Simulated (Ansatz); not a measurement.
## Electronic structure of GeH8N2Si2 (SMILES [SiH3][NH][Ge][NH][SiH3]) in real space

The calculation's input:

```
crystal:
  periodic: [false, false, false]
  atoms:
    - {symbol: Ge, position_ang: [0.222271, -0.855404, 1.344079]}
    - {symbol: "N", position_ang: [-0.433996, -0.169992, -0.237882]}
    - {symbol: "N", position_ang: [-0.172107, -2.648290, 1.065225]}
    - {symbol: Si, position_ang: [-0.408241, 1.512549, -0.695410]}
    - {symbol: Si, position_ang: [-0.945940, -3.565146, -0.200007]}
    - {symbol: H, position_ang: [0.219883, 2.259541, 0.435358]}
    - {symbol: H, position_ang: [0.386879, 1.749192, -1.941650]}
    - {symbol: H, position_ang: [-1.783029, 2.054323, -0.935643]}
    - {symbol: H, position_ang: [-0.821000, -0.818670, -0.923205]}
    - {symbol: H, position_ang: [0.111619, -3.207337, 1.867977]}
    - {symbol: H, position_ang: [-2.388547, -3.859295, 0.073529]}
    - {symbol: H, position_ang: [-0.881189, -2.779576, -1.471436]}
    - {symbol: H, position_ang: [-0.244769, -4.869351, -0.410307]}
basis:
  gaussian:
    orbitals: def2-SVPD
hamiltonian:
  xc: {name: PBE0}
output: {forces: true, orbitals: {seedname: orbitals}}
```

Run with:

```sh
ansatz run input.yaml --threads 2 --pin off --max-ram 6090MiB --events-out events.jsonl --progress --plain --runs-dir runs
```

Geometry: PBE0-D4/def2-SVP.

Computed with Ansatz 0.2.0, isolated molecule in a Gaussian basis; Kohn-Sham density functional theory, functional PBE0.

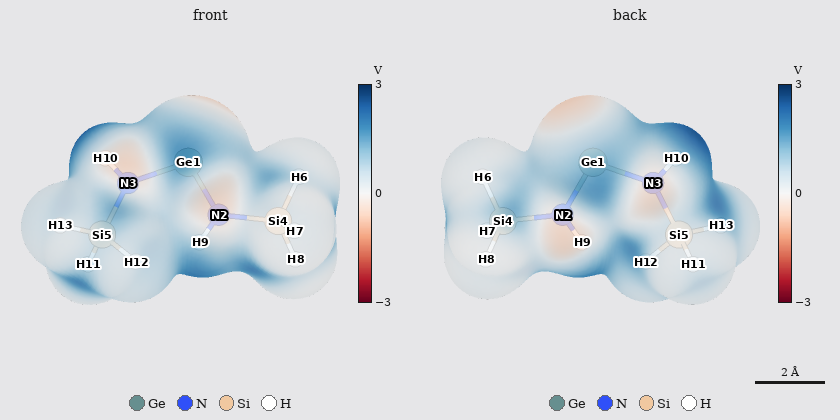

Figure 1. The electrostatic potential painted on the density surface at 0.004 e/bohr³, seen from the front and from behind; the colour scale runs from red (negative) to blue (positive).

Which sites attract a positive test charge, and which a negative one?

Answer. A positive charge is drawn to the negative regions and a negative charge to the positive ones. The most negative region (about −0.6 V) lies over Ge1, N2 and N3, the most positive (about +2.4 V) over H10.

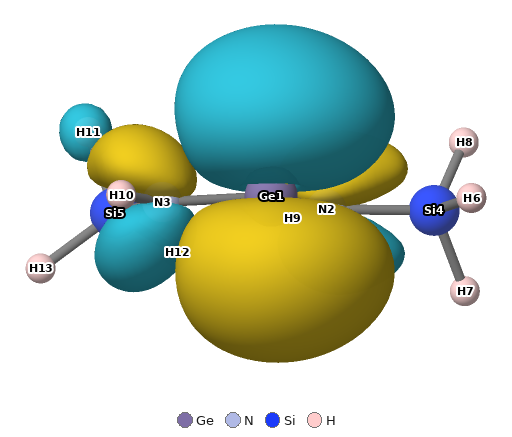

Figure 2. The LUMO at ±0.06 Å⁻³ᐟ² (yellow and cyan are the two phases), seen from one side.

What is the character of this orbital?

Answer. By Hirshfeld shares it lies mainly on Ge1 (about 75 %), N2 (about 10 %) and N3 (about 10 %). Its energy is −1.32 eV.

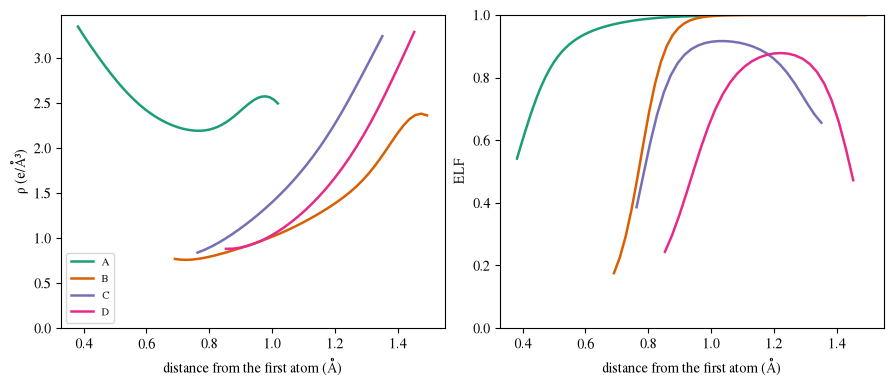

Figure 3. Total electron density and ELF along straight lines between neighbouring atoms. The curves leave out the atomic cores.

Which curve belongs to which contact (Ge–N, N–H, Si–H and Si–N)? The first atom named is at distance zero.

Answer. Curve A: N–H (1.02 Å): ρ is about 2.7 e/Å³ halfway; the ELF climbs to about 1 towards the hydrogen, as it does in any bond to H: a covalent bond by its length. Curve B: Si–H (1.49 Å): ρ at the midpoint is about 0.76 e/Å³; the ELF climbs to about 1 towards the hydrogen. Curve C: Si–N (1.74 Å): the density is about 1 e/Å³ at the midpoint; the ELF peaks at about 0.90 between the atoms; a polar covalent bond. Curve D: Ge–N (1.84 Å): the density is about 0.91 e/Å³ at the midpoint; the ELF peaks at about 0.90 in the valence shell of N, 0.6 Å from its nucleus, and is about 0.45 at the midpoint.
